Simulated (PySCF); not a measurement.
# PH3O4: one change and its effect

System: PH3O4.
Method of the first run: GIAO PBE0/pcSseg-1 NMR shielding, non-relativistic, gas phase (PySCF 2.14.0).

The geometry comes from this level: PBE0-D3(BJ)/def2-SVP. Text and figures count atoms from 1; the logs count them from 0 in places.

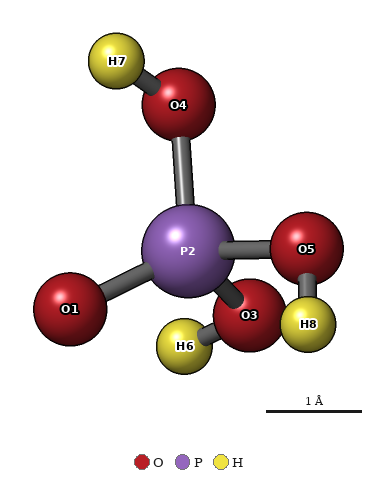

Figure 1. The input geometry (ball-and-stick view, seen at a tilt; atoms are numbered from 1 in the order of the input). Bond lengths as drawn: H–O 0.97 Å and O–P 1.48 to 1.60 Å.

### The input, the first run
```
{"job": {"kind": "nmr", "xc": "PBE0", "basis": "pcSseg-1", "pop": false}, "charge": 0, "multiplicity": 1}
O     -1.074251     1.092519     0.540780
P     -0.095811     0.103183     0.050188
O     -0.633377    -0.944760    -1.038795
O      1.206943     0.699936    -0.670401
O      0.549934    -0.869829     1.149356
H     -1.279977    -0.527221    -1.622155
H      1.441021     1.556172    -0.289960
H     -0.096352    -1.091160     1.831847
```

The first line tells a small driver script what to run in PySCF; the rest is the geometry in Å.

Hardware: 1 CPU thread, shared host.

### Output (the first run)
```
coarse grid: 7832 points
cycle   1  E = -643.3368905557  dE =  1.171e+00  |g| = 1.245e+00  |ddm| = 2.780e+00
cycle   2  E = -643.0108168305  dE =  3.261e-01  |g| = 1.828e+00  |ddm| = 1.875e+00
cycle   3  E = -643.5913756871  dE = -5.806e-01  |g| = 2.773e-01  |ddm| = 1.280e+00
cycle   4  E = -643.6049231497  dE = -1.355e-02  |g| = 6.230e-02  |ddm| = 1.983e-01
cycle   5  E = -643.6055396237  dE = -6.165e-04  |g| = 1.149e-02  |ddm| = 3.779e-02
cycle   6  E = -643.6055662592  dE = -2.664e-05  |g| = 2.391e-03  |ddm| = 1.151e-02
cycle   7  E = -643.6055672336  dE = -9.744e-07  |g| = 2.457e-04  |ddm| = 1.657e-03
final grid: 72880 points
cycle   8  E = -643.6741015354  dE = -1.890e-05  |g| = 7.817e-03  |ddm| = 1.208e-02
cycle   9  E = -643.6740916780  dE =  9.857e-06  |g| = 1.082e-02  |ddm| = 9.744e-03
cycle  10  E = -643.6741106011  dE = -1.892e-05  |g| = 1.428e-03  |ddm| = 6.484e-03
cycle  11  E = -643.6741109490  dE = -3.479e-07  |g| = 3.213e-04  |ddm| = 1.016e-03
cycle  12  E = -643.6741109661  dE = -1.707e-08  |g| = 6.817e-05  |ddm| = 2.334e-04
cycle  13  E = -643.6741109669  dE = -8.778e-10  |g| = 9.440e-06  |ddm| = 5.832e-05
converged SCF energy = -643.6741109669

GIAO shielding tensors (ppm)
atom      isotropic    diamagn.    paramagn.     s11        s22        s33       span
  0 O      165.177     398.027    -232.851    139.313    140.505    215.712     76.398
  1 P      310.133     965.534    -655.400    238.778    240.811    450.810    212.032
  2 O      225.760     391.012    -165.252    189.239    191.746    296.294    107.055
  3 O      226.232     390.969    -164.738    189.549    190.893    298.254    108.705
  4 O      226.618     390.926    -164.308    189.786    193.192    296.876    107.090
  5 H       28.319      30.336      -2.017     21.383     23.360     40.216     18.833
  6 H       28.286      30.307      -2.021     21.344     23.353     40.161     18.817
  7 H       28.309      30.305      -1.996     21.369     23.325     40.233     18.863
```

The input of the second run differs as follows (lines with − go, lines with + come):
```diff
-"xc": "PBE0"
+"xc": "WP04"
```

How does the second run compare with the first run?

The total energies belong to different methods, so their difference says nothing on which is more stable or more accurate. The HOMO goes from −8.80 to −9.92 eV. The LUMO goes from 0.38 to −1.52 eV. Of all shieldings, the largest change is that of P2, by −10.8 ppm. The functional changes from PBE0 to WP04. Exact exchange removes part of the self-interaction error of semilocal functionals, which pushes filled and empty levels apart. The number of SCF iterations is the same.

### Output (the second run)
```
coarse grid: 7832 points
cycle   1  E = -652.6936231239  dE =  1.338e+00  |g| = 1.824e+00  |ddm| = 2.858e+00
cycle   2  E = -651.7327815559  dE =  9.608e-01  |g| = 2.860e+00  |ddm| = 2.769e+00
cycle   3  E = -653.2007412205  dE = -1.468e+00  |g| = 4.782e-01  |ddm| = 2.076e+00
cycle   4  E = -653.2389975611  dE = -3.826e-02  |g| = 1.718e-01  |ddm| = 3.828e-01
cycle   5  E = -653.2436592947  dE = -4.662e-03  |g| = 3.498e-02  |ddm| = 1.044e-01
cycle   6  E = -653.2438917565  dE = -2.325e-04  |g| = 5.408e-03  |ddm| = 3.313e-02
cycle   7  E = -653.2438973364  dE = -5.580e-06  |g| = 7.089e-04  |ddm| = 3.577e-03
final grid: 72880 points
cycle   8  E = -653.3371448364  dE = -3.204e-05  |g| = 6.181e-03  |ddm| = 1.272e-02
cycle   9  E = -653.3371293223  dE =  1.551e-05  |g| = 1.115e-02  |ddm| = 1.022e-02
cycle  10  E = -653.3371504865  dE = -2.116e-05  |g| = 1.518e-03  |ddm| = 7.357e-03
cycle  11  E = -653.3371508712  dE = -3.847e-07  |g| = 3.948e-04  |ddm| = 1.007e-03
cycle  12  E = -653.3371508973  dE = -2.610e-08  |g| = 4.950e-05  |ddm| = 2.307e-04
cycle  13  E = -653.3371508977  dE = -4.057e-10  |g| = 1.617e-05  |ddm| = 4.221e-05
converged SCF energy = -653.3371508977

GIAO shielding tensors (ppm)
atom      isotropic    diamagn.    paramagn.     s11        s22        s33       span
  0 O      163.118     400.017    -236.899    132.661    133.658    223.036     90.375
  1 P      299.286     967.623    -668.337    226.049    228.164    443.646    217.597
  2 O      218.825     392.847    -174.021    181.467    182.893    292.116    110.649
  3 O      219.212     392.808    -173.596    181.813    182.033    293.788    111.975
  4 O      219.638     392.758    -173.119    181.934    184.350    292.631    110.698
  5 H       28.377      30.371      -1.993     21.545     23.673     39.914     18.369
  6 H       28.346      30.339      -1.993     21.505     23.675     39.857     18.352
  7 H       28.369      30.340      -1.971     21.536     23.640     39.931     18.396
```

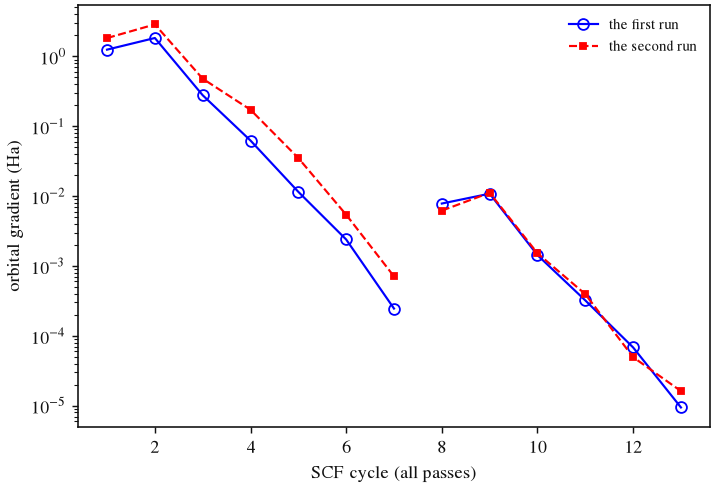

Figure 2. Convergence of the two runs: orbital gradient against the SCF cycle. A break in a curve parts two SCF passes (coarse and final grid). The first run takes 13 cycles in all, and the second run takes 13.

### The two runs side by side

```tsv
quantity	the first run	the second run
outcome	converged	converged
total energy (hartree)	−643.674111	−653.337151
HOMO (eV)	−8.80	−9.92
LUMO (eV)	0.38	−1.52
dipole moment (D)	0.08	0.09
shielding of O1 (ppm)	165.2	163.1
shielding of P2 (ppm)	310.1	299.3
shielding of O3 (ppm)	225.8	218.8
shielding of O4 (ppm)	226.2	219.2
shielding of O5 (ppm)	226.6	219.6
shielding of H7 (ppm)	28.3	28.3
shielding of H8 (ppm)	28.3	28.4
SCF iterations	13	13
basis functions	107	107
wall time (shared host)	7.6 s	5.9 s
```
